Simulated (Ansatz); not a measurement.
## Geometry relaxation, with input and output: TiN₂H₆O₂

The run: geometry relaxation of TiN₂H₆O₂, SMILES [NH2][Ti]([NH2])([OH])[OH]. Method and program: RKS PBE0-D4/def2-TZVP (Ansatz 0.2.0).

The geometry: PBE-D4/def2-SVP start. Figures and captions count atoms from 1; the log counts them from 0 in places.

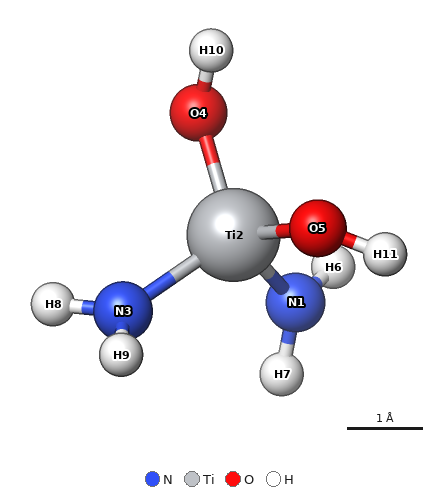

**Figure 1.** The structure as given in the input (ball-and-stick view, seen at a tilt; atoms are numbered from 1 in the order of the input). Sticks mark near contacts. Bond lengths as drawn: H–N 1.02 to 1.03 Å, H–O 0.97 Å, N–Ti 1.89 Å and O–Ti 1.81 Å.

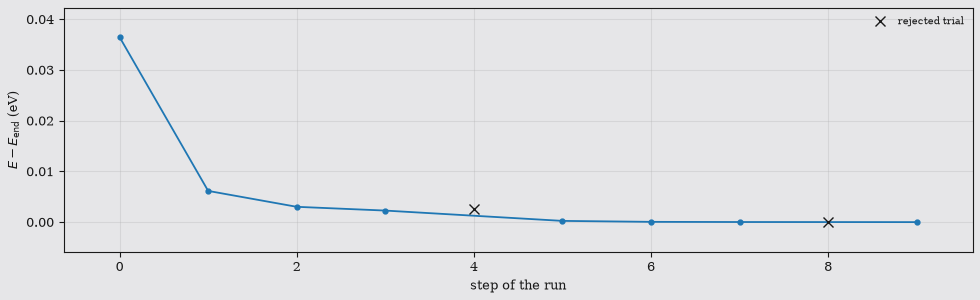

**Figure 2.** Progress of the relaxation, step by step (the first geometry is step 0 here and step 1 in the log).

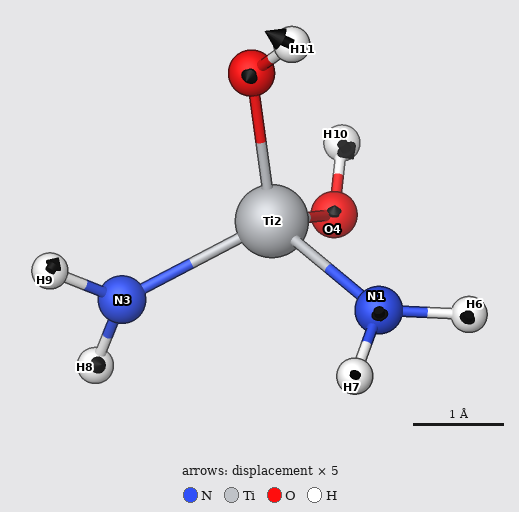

**Figure 3.** The starting structure with the displacements as black arrows, magnified 5 times (ball-and-stick view, seen at a tilt). The two geometries are laid on each other by the best rigid fit. The energy falls by 0.036 eV in 9 geometry steps. The largest force component goes from 0.63 to 0.0026 eV/Å. The line search rejected the trial steps at points 4, 8 (counted from 0) and went back. The atom that moves furthest after the best rigid fit is H11 (0.070 Å). Largest moves by element: H 0.070 Å, O 0.037 Å, N 0.037 Å, Ti 0.010 Å. Among the contacts that change: N1–H6 1.026 → 1.010 Å, N1–H7 1.024 → 1.009 Å, O4–H10 0.973 → 0.957 Å, Ti2–O4 1.815 → 1.808 Å. Among the angles that change: Ti2–O4–H10 125.8° → 131.2°, Ti2–O5–H11 124.3° → 128.7°. (Atoms are counted from 1 in the order of the input.)

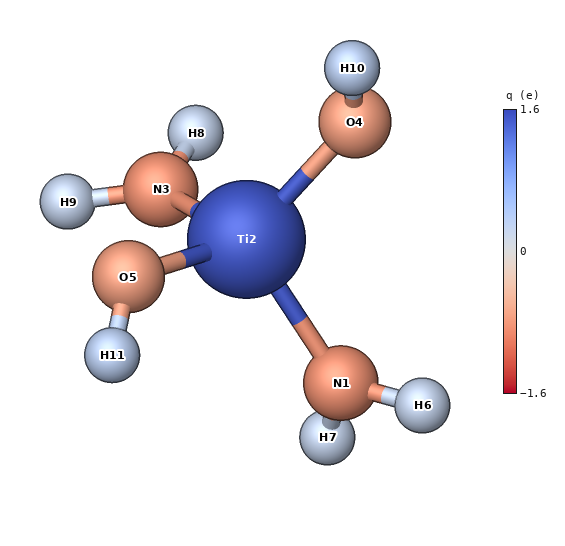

**Figure 4.** Mulliken charges, as the colour of each atom (ball-and-stick view, seen at a tilt; atoms are numbered from 1 in the order of the input). By element: N −0.84 to −0.83, Ti +1.49, O −0.73 to −0.72 and H +0.24 to +0.33 e.

These pictures come from the run below.

**Input file**
```yaml
crystal:
  periodic: [false, false, false]
  atoms:
    - {symbol: N, position_ang: [-1.284691, 1.103695, 0.151176]}
    - {symbol: Ti, position_ang: [0.240693, 0.022986, -0.148508]}
    - {symbol: N, position_ang: [0.223737, -1.355529, 1.145091]}
    - {symbol: O, position_ang: [1.707832, 1.082063, -0.012417]}
    - {symbol: O, position_ang: [0.120024, -0.756593, -1.781536]}
    - {symbol: H, position_ang: [-1.310075, 2.107542, -0.059651]}
    - {symbol: H, position_ang: [-2.078568, 0.858791, 0.750328]}
    - {symbol: H, position_ang: [0.660571, -1.297511, 2.071193]}
    - {symbol: H, position_ang: [-0.050147, -2.324890, 0.954075]}
    - {symbol: H, position_ang: [2.447351, 1.114583, -0.643408]}
    - {symbol: H, position_ang: [-0.611428, -0.612036, -2.405843]}
basis:
  gaussian: {orbitals: def2-TZVP}
hamiltonian: {xc: pbe0, dispersion: d4}
relax: {f_tol: 0.005, max_steps: 150}
```

Run as:
```bash
ansatz run in.yaml --threads 4 --pin off --events-out ev --progress --plain --max-ram 10444MiB
```

**What the program printed**
```
Functional definition: PBE0
  name "PBE0"
  cite "Adamo & Barone, J. Chem. Phys. 110, 6158 (1999) doi:10.1063/1.478522"
  cite "Perdew, Burke & Ernzerhof, Phys. Rev. Lett. 77, 3865 (1996) doi:10.1103/PhysRevLett.77.3865"
  parent pbe
  parameter a = 0.25
  parameter kappa = 0.804
  parameter beta = 0.06672455060314922
  exchange = (1 - a)*pbe_x(kappa = kappa, mu = beta*pi^2/3) + a*exact_x
  correlation = pbe_c(beta = beta)
1342 factors; their error is unknown
mean field evaluation 1: about -30258.4456 eV, gradient 1.2e2 eV
mean field evaluation 2: about -30005.9047 eV, gradient 4.4e2 eV
mean field evaluation 4: about -30279.3843 eV, gradient 3.4e1 eV
mean field evaluation 8: about -30281.4715 eV, gradient 9.0e-2 eV
mean field evaluation 16: about -30281.6037 eV, gradient 3.0e-4 eV
mean field -30281.60366165 eV, -1112.8284089573 hartree, gradient 3.1e-5 eV, S^2 0.000000; 0 other end points of the search recorded, 0 dependent functions left out
the calculation of the forces begins
reference -30281.60370097 eV, -1112.8284104024 hartree; 29, 29 occupied and 176, 176 virtual orbitals, 1342 factors
relax step   1: F+E_penalty+E_count = -30281.79626135 eV  Δ(F+E_penalty+E_count) = +0.000e0 eV  max|allowed force component| = 6.350e-1 eV/Å  Δτ_max = 0.0000 Å  (32 SCF iters, accepted)
these checks for a lower state are left out or cut short: starts, cluster_reference, orbital_swaps, neighbouring_geometries, increment
1342 factors; their error is unknown
mean field -30281.63292831 eV, -1112.8294844872 hartree, gradient 1.2e-5 eV, S^2 0.000000; 0 other end points of the search recorded, 0 dependent functions left out
the calculation of the forces begins
reference -30281.63296751 eV, -1112.8294859280 hartree; 29, 29 occupied and 176, 176 virtual orbitals, 1342 factors
relax step   2: F+E_penalty+E_count = -30281.82659463 eV  Δ(F+E_penalty+E_count) = -3.033e-2 eV  max|allowed force component| = 1.694e-1 eV/Å  Δτ_max = 0.0166 Å  (35 SCF iters, accepted)
these checks for a lower state are left out or cut short: starts, cluster_reference, orbital_swaps, neighbouring_geometries, increment
1342 factors; their error is unknown
mean field evaluation 32: about -30281.6357 eV, gradient 1.2e-5 eV
mean field -30281.63567090 eV, -1112.8295852758 hartree, gradient 1.2e-5 eV, S^2 0.000000; 0 other end points of the search recorded, 0 dependent functions left out
the calculation of the forces begins
reference -30281.63571007 eV, -1112.8295867151 hartree; 29, 29 occupied and 176, 176 virtual orbitals, 1342 factors
relax step   3: F+E_penalty+E_count = -30281.82973247 eV  Δ(F+E_penalty+E_count) = -3.138e-3 eV  max|allowed force component| = 4.190e-2 eV/Å  Δτ_max = 0.0084 Å  (36 SCF iters, accepted)
these checks for a lower state are left out or cut short: starts, cluster_reference, orbital_swaps, neighbouring_geometries, increment
1342 factors; their error is unknown
mean field -30281.63627307 eV, -1112.8296074050 hartree, gradient 1.1e-5 eV, S^2 0.000000; 0 other end points of the search recorded, 0 dependent functions left out
the calculation of the forces begins
reference -30281.63631224 eV, -1112.8296088444 hartree; 29, 29 occupied and 176, 176 virtual orbitals, 1342 factors
relax step   4: F+E_penalty+E_count = -30281.83047364 eV  Δ(F+E_penalty+E_count) = -7.412e-4 eV  max|allowed force component| = 4.192e-2 eV/Å  Δτ_max = 0.0106 Å  (35 SCF iters, accepted)
these checks for a lower state are left out or cut short: starts, cluster_reference, orbital_swaps, neighbouring_geometries, increment
1342 factors; their error is unknown
mean field -30281.63581808 eV, -1112.8295906843 hartree, gradient 1.2e-5 eV, S^2 0.000000; 0 other end points of the search recorded, 0 dependent functions left out
the calculation of the forces begins
reference -30281.63585721 eV, -1112.8295921225 hartree; 29, 29 occupied and 176, 176 virtual orbitals, 1342 factors
relax step   5: F+E_penalty+E_count = -30281.83014799 eV  Δ(F+E_penalty+E_count) = +3.257e-4 eV  max|allowed force component| = 1.001e-1 eV/Å  Δτ_max = 0.0822 Å  (36 SCF iters, rejected (line search))
these checks for a lower state are left out or cut short: starts, cluster_reference, orbital_swaps, neighbouring_geometries, increment
1342 factors; their error is unknown
mean field -30281.63829789 eV, -1112.8296818158 hartree, gradient 2.2e-5 eV, S^2 0.000000; 0 other end points of the search recorded, 0 dependent functions left out
the calculation of the forces begins
reference -30281.63833706 eV, -1112.8296832554 hartree; 29, 29 occupied and 176, 176 virtual orbitals, 1342 factors
relax step   6: F+E_penalty+E_count = -30281.83250867 eV  Δ(F+E_penalty+E_count) = -2.035e-3 eV  max|allowed force component| = 2.913e-2 eV/Å  Δτ_max = 0.0392 Å  (34 SCF iters, accepted)
these checks for a lower state are left out or cut short: starts, cluster_reference, orbital_swaps, neighbouring_geometries, increment
1342 factors; their error is unknown
mean field -30281.63853715 eV, -1112.8296906085 hartree, gradient 1.1e-5 eV, S^2 0.000000; 0 other end points of the search recorded, 0 dependent functions left out
the calculation of the forces begins
reference -30281.63857632 eV, -1112.8296920481 hartree; 29, 29 occupied and 176, 176 virtual orbitals, 1342 factors
relax step   7: F+E_penalty+E_count = -30281.83269974 eV  Δ(F+E_penalty+E_count) = -1.911e-4 eV  max|allowed force component| = 1.347e-2 eV/Å  Δτ_max = 0.0146 Å  (36 SCF iters, accepted)
these checks for a lower state are left out or cut short: starts, cluster_reference, orbital_swaps, neighbouring_geometries, increment
1342 factors; their error is unknown
mean field evaluation 64: about -30281.6384 eV, gradient 3.4e-1 eV
mean field -30281.63857888 eV, -1112.8296921420 hartree, gradient 1.1e-5 eV, S^2 0.000000; 0 other end points of the search recorded, 0 dependent functions left out
the calculation of the forces begins
reference -30281.63861805 eV, -1112.8296935815 hartree; 29, 29 occupied and 176, 176 virtual orbitals, 1342 factors
relax step   8: F+E_penalty+E_count = -30281.83273205 eV  Δ(F+E_penalty+E_count) = -3.231e-5 eV  max|allowed force component| = 1.071e-2 eV/Å  Δτ_max = 0.0033 Å  (36 SCF iters, accepted)
these checks for a lower state are left out or cut short: starts, cluster_reference, orbital_swaps, neighbouring_geometries, increment
1342 factors; their error is unknown
mean field -30281.63852828 eV, -1112.8296902826 hartree, gradient 1.2e-5 eV, S^2 0.000000; 0 other end points of the search recorded, 0 dependent functions left out
the calculation of the forces begins
reference -30281.63856746 eV, -1112.8296917222 hartree; 29, 29 occupied and 176, 176 virtual orbitals, 1342 factors
relax step   9: F+E_penalty+E_count = -30281.83270099 eV  Δ(F+E_penalty+E_count) = +3.106e-5 eV  max|allowed force component| = 1.061e-2 eV/Å  Δτ_max = 0.0104 Å  (36 SCF iters, rejected (line search))
these checks for a lower state are left out or cut short: starts, cluster_reference, orbital_swaps, neighbouring_geometries, increment
1342 factors; their error is unknown
mean field -30281.63857986 eV, -1112.8296921781 hartree, gradient 1.0e-5 eV, S^2 0.000000; 0 other end points of the search recorded, 0 dependent functions left out
the calculation of the forces begins
reference -30281.63861903 eV, -1112.8296936175 hartree; 29, 29 occupied and 176, 176 virtual orbitals, 1342 factors
relax step  10: F+E_penalty+E_count = -30281.83275091 eV  Δ(F+E_penalty+E_count) = -1.885e-5 eV  max|allowed force component| = 2.570e-3 eV/Å  Δτ_max = 0.0038 Å  (37 SCF iters, accepted)
1342 factors; their error is unknown
mean field evaluation 96: about -30281.5063 eV, gradient 3.9e-1 eV
mean field -30281.63857986 eV, -1112.8296921781 hartree, gradient 1.0e-5 eV, S^2 0.000000; 1 other end points of the search recorded, 0 dependent functions left out
the calculation of the forces begins
reference -30281.63861903 eV, -1112.8296936175 hartree; 29, 29 occupied and 176, 176 virtual orbitals, 1342 factors
Total energy: -30281.83279008 eV, -1112.8368292719 hartree
Atom 0 at    -1.268752     1.121848     0.179168 Å, force    -0.001072    -0.000340    -0.000415 eV/Å
Atom 1 at     0.231586     0.025408    -0.151194 Å, force    -0.002000    -0.002544    -0.001590 eV/Å
Atom 2 at     0.218849    -1.353643     1.134648 Å, force     0.001020     0.000864     0.000475 eV/Å
Atom 3 at     1.699723     1.074733    -0.036146 Å, force     0.002570     0.000970     0.000382 eV/Å
Atom 4 at     0.088865    -0.770922    -1.767056 Å, force    -0.000849     0.000188     0.000388 eV/Å
Atom 5 at    -1.292448     2.109639    -0.031973 Å, force    -0.000273     0.000367     0.000249 eV/Å
Atom 6 at    -2.065659     0.862667     0.740857 Å, force     0.000089     0.000286    -0.000134 eV/Å
Atom 7 at     0.626879    -1.292982     2.056688 Å, force    -0.000298    -0.000030    -0.000519 eV/Å
Atom 8 at    -0.030098    -2.309451     0.923653 Å, force    -0.000317    -0.000469    -0.000198 eV/Å
Atom 9 at     2.462478     1.156360    -0.608676 Å, force     0.000614     0.000509     0.000151 eV/Å
Atom 10 at    -0.606124    -0.680553    -2.419470 Å, force     0.000517     0.000200     0.001212 eV/Å
Dipole moment:    -0.167225    -0.005473    -0.068702 e Å
```

**Trajectory as extended XYZ (Å, eV, eV/Å), 10 frames, from step=1 to step=10**
```
11
Properties=species:S:1:pos:R:3:forces:R:3 step=1 energy=-30281.79626
N    -1.2847    1.1037    0.1512   -0.4218   0.4444   0.2523
Ti    0.2407    0.0230   -0.1485   -0.0939  -0.0331   0.0718
N     0.2237   -1.3555    1.1451    0.1119  -0.4918   0.3864
O     1.7078    1.0821   -0.0124    0.4763  -0.0540  -0.5173
O     0.1200   -0.7566   -1.7815   -0.5352   0.1669  -0.3582
H    -1.3101    2.1075   -0.0597    0.0291  -0.6350   0.1189
H    -2.0786    0.8588    0.7503    0.5152   0.1304  -0.3891
H     0.6606   -1.2975    2.0712   -0.2730  -0.0234  -0.5882
H    -0.0501   -2.3249    0.9541    0.1697   0.6183   0.0964
H     2.4474    1.1146   -0.6434   -0.5251   0.0052   0.4851
H    -0.6114   -0.6120   -2.4058    0.5468  -0.1278   0.4418
11
Properties=species:S:1:pos:R:3:forces:R:3 step=2 energy=-30281.82659
N    -1.2815    1.1085    0.1566   -0.1319   0.1489   0.0840
Ti    0.2354    0.0239   -0.1450   -0.0002  -0.0020   0.0190
N     0.2218   -1.3545    1.1421    0.0402  -0.1600   0.1324
O     1.7037    1.0792   -0.0143    0.0982  -0.0498  -0.1631
O     0.1180   -0.7573   -1.7751   -0.1613   0.0676  -0.0613
H    -1.3061    2.1002   -0.0568    0.0249  -0.1694   0.0167
H    -2.0710    0.8644    0.7421    0.1354   0.0076  -0.1003
H     0.6588   -1.3002    2.0557   -0.0717   0.0172  -0.1494
H    -0.0445   -2.3131    0.9470    0.0326   0.1639  -0.0005
H     2.4358    1.1143   -0.6372   -0.1117   0.0260   0.1386
H    -0.6051   -0.6225   -2.3946    0.1455  -0.0500   0.0839
11
Properties=species:S:1:pos:R:3:forces:R:3 step=3 energy=-30281.82973
N    -1.2773    1.1104    0.1636   -0.0065   0.0150   0.0132
Ti    0.2358    0.0245   -0.1438    0.0177   0.0019   0.0002
N     0.2232   -1.3546    1.1408    0.0032  -0.0116   0.0192
O     1.7049    1.0776   -0.0177   -0.0310  -0.0419  -0.0346
O     0.1133   -0.7568   -1.7724   -0.0247   0.0319   0.0419
H    -1.3051    2.0961   -0.0565    0.0125   0.0105  -0.0122
H    -2.0682    0.8613    0.7380   -0.0035  -0.0218   0.0041
H     0.6515   -1.2987    2.0539    0.0047   0.0161   0.0104
H    -0.0443   -2.3079    0.9426   -0.0090  -0.0075  -0.0237
H     2.4366    1.1189   -0.6350    0.0300   0.0305   0.0157
H    -0.6050   -0.6278   -2.3931    0.0066  -0.0230  -0.0342
11
Properties=species:S:1:pos:R:3:forces:R:3 step=4 energy=-30281.83047
N    -1.2745    1.1080    0.1692   -0.0190   0.0403   0.0020
Ti    0.2374    0.0252   -0.1475    0.0107  -0.0056   0.0144
N     0.2179   -1.3498    1.1403    0.0173  -0.0283   0.0165
O     1.7070    1.0771   -0.0228   -0.0390  -0.0318  -0.0156
O     0.1100   -0.7591   -1.7735   -0.0099   0.0246   0.0344
H    -1.3050    2.0939   -0.0498    0.0065   0.0082  -0.0098
H    -2.0649    0.8543    0.7424    0.0025  -0.0172   0.0025
H     0.6429   -1.2926    2.0548    0.0029   0.0126   0.0106
H    -0.0456   -2.3037    0.9398   -0.0086  -0.0095  -0.0174
H     2.4438    1.1237   -0.6327    0.0419   0.0277  -0.0001
H    -0.6037   -0.6339   -2.3997   -0.0053  -0.0210  -0.0375
11
Properties=species:S:1:pos:R:3:forces:R:3 step=5 energy=-30281.83015 accepted=F
N    -1.2618    1.1289    0.1795   -0.0575  -0.0360   0.0048
Ti    0.2284    0.0218   -0.1534   -0.0280   0.0634  -0.0293
N     0.2261   -1.3542    1.1332    0.0057  -0.0717   0.0549
O     1.6803    1.0908   -0.0395   -0.0133  -0.0298   0.0513
O     0.0897   -0.7797   -1.7675    0.0871  -0.0140   0.0960
H    -1.2677    2.1251    0.0165    0.0261   0.0354  -0.0352
H    -2.0820    0.8578    0.6997   -0.0139  -0.0186   0.0292
H     0.6383   -1.2905    2.0532   -0.0084   0.0131   0.0019
H    -0.0327   -2.3103    0.9344    0.0057   0.0138  -0.0164
H     2.4443    1.1426   -0.6115    0.0920   0.0292  -0.0570
H    -0.5977   -0.6891   -2.4241   -0.0953   0.0152  -0.1001
11
Properties=species:S:1:pos:R:3:forces:R:3 step=6 energy=-30281.83251
N    -1.2696    1.1194    0.1795   -0.0103   0.0018   0.0011
Ti    0.2320    0.0266   -0.1491    0.0288  -0.0087  -0.0291
N     0.2210   -1.3517    1.1364   -0.0024  -0.0014   0.0064
O     1.7010    1.0772   -0.0346    0.0054  -0.0107  -0.0182
O     0.0919   -0.7680   -1.7671   -0.0154   0.0111  -0.0003
H    -1.2949    2.1072   -0.0295   -0.0058   0.0139  -0.0017
H    -2.0684    0.8551    0.7358   -0.0072   0.0067   0.0067
H     0.6289   -1.2896    2.0582    0.0021  -0.0039   0.0050
H    -0.0328   -2.3066    0.9281   -0.0001  -0.0104  -0.0001
H     2.4583    1.1412   -0.6175   -0.0104   0.0079   0.0166
H    -0.6022   -0.6676   -2.4196    0.0154  -0.0064   0.0136
11
Properties=species:S:1:pos:R:3:forces:R:3 step=7 energy=-30281.83270
N    -1.2679    1.1227    0.1816   -0.0093   0.0005  -0.0018
Ti    0.2312    0.0259   -0.1520   -0.0005   0.0001   0.0135
N     0.2191   -1.3531    1.1339    0.0009   0.0024  -0.0015
O     1.6982    1.0780   -0.0368    0.0070  -0.0082  -0.0121
O     0.0881   -0.7732   -1.7661    0.0021   0.0047  -0.0063
H    -1.2927    2.1105   -0.0292    0.0025  -0.0008  -0.0003
H    -2.0652    0.8625    0.7424    0.0029  -0.0003  -0.0017
H     0.6236   -1.2916    2.0574    0.0009   0.0004   0.0009
H    -0.0283   -2.3093    0.9224   -0.0001   0.0000  -0.0005
H     2.4616    1.1526   -0.6098   -0.0057   0.0025   0.0072
H    -0.6024   -0.6818   -2.4231   -0.0007  -0.0011   0.0026
11
Properties=species:S:1:pos:R:3:forces:R:3 step=8 energy=-30281.83273
N    -1.2693    1.1221    0.1803   -0.0002   0.0011   0.0008
Ti    0.2309    0.0255   -0.1508    0.0017   0.0107  -0.0015
N     0.2192   -1.3534    1.1352   -0.0007  -0.0037  -0.0011
O     1.6992    1.0755   -0.0375   -0.0037  -0.0046   0.0017
O     0.0883   -0.7700   -1.7668    0.0047  -0.0055   0.0012
H    -1.2930    2.1100   -0.0309    0.0005  -0.0030   0.0002
H    -2.0666    0.8629    0.7415    0.0020   0.0001  -0.0009
H     0.6251   -1.2922    2.0582   -0.0003  -0.0004  -0.0026
H    -0.0274   -2.3097    0.9232    0.0003   0.0025   0.0021
H     2.4627    1.1527   -0.6097   -0.0004   0.0013   0.0002
H    -0.6037   -0.6802   -2.4222   -0.0039   0.0014  -0.0001
11
Properties=species:S:1:pos:R:3:forces:R:3 step=9 energy=-30281.83270 accepted=F
N    -1.2699    1.1230    0.1790    0.0015  -0.0050  -0.0052
Ti    0.2306    0.0262   -0.1523   -0.0002  -0.0038   0.0106
N     0.2174   -1.3522    1.1337    0.0035   0.0010  -0.0004
O     1.7008    1.0720   -0.0327    0.0001   0.0056  -0.0058
O     0.0893   -0.7721   -1.7673   -0.0054   0.0045  -0.0027
H    -1.2939    2.1109   -0.0313   -0.0002   0.0020  -0.0006
H    -2.0664    0.8635    0.7412    0.0024   0.0003  -0.0005
H     0.6336   -1.2928    2.0521   -0.0026  -0.0004   0.0031
H    -0.0327   -2.3077    0.9231   -0.0015  -0.0045   0.0000
H     2.4628    1.1573   -0.6056    0.0009  -0.0008   0.0010
H    -0.6064   -0.6852   -2.4194    0.0015   0.0010   0.0006
11
Properties=species:S:1:pos:R:3:forces:R:3 step=10 energy=-30281.83275
N    -1.2688    1.1218    0.1792   -0.0011  -0.0003  -0.0004
Ti    0.2316    0.0254   -0.1512   -0.0020  -0.0025  -0.0016
N     0.2188   -1.3536    1.1346    0.0010   0.0009   0.0005
O     1.6997    1.0747   -0.0361    0.0026   0.0010   0.0004
O     0.0889   -0.7709   -1.7671   -0.0008   0.0002   0.0004
H    -1.2924    2.1096   -0.0320   -0.0003   0.0004   0.0002
H    -2.0657    0.8627    0.7409    0.0001   0.0003  -0.0001
H     0.6269   -1.2930    2.0567   -0.0003   0.0000  -0.0005
H    -0.0301   -2.3095    0.9237   -0.0003  -0.0005  -0.0002
H     2.4625    1.1564   -0.6087    0.0006   0.0005   0.0002
H    -0.6061   -0.6806   -2.4195    0.0005   0.0002   0.0012
```

**Key numbers**

| quantity | value |
| --- | --- |
| outcome | converged |
| total energy | −30281.8328 eV |
| mean-field energy | −30281.6386 eV |
| dispersion energy | −0.1942 eV |
| SCF solution under orbital rotations | stable |
| largest force (length of the vector) at the end | 0.004 eV/Å |
| dipole moment | 0.87 D |
| hardware | 4 threads of Arm Neoverse V2, 23 GiB of memory available, shared host |
| wall time | 34 s (CPU time 2.1 min) |
| peak memory | 0.57 GiB |
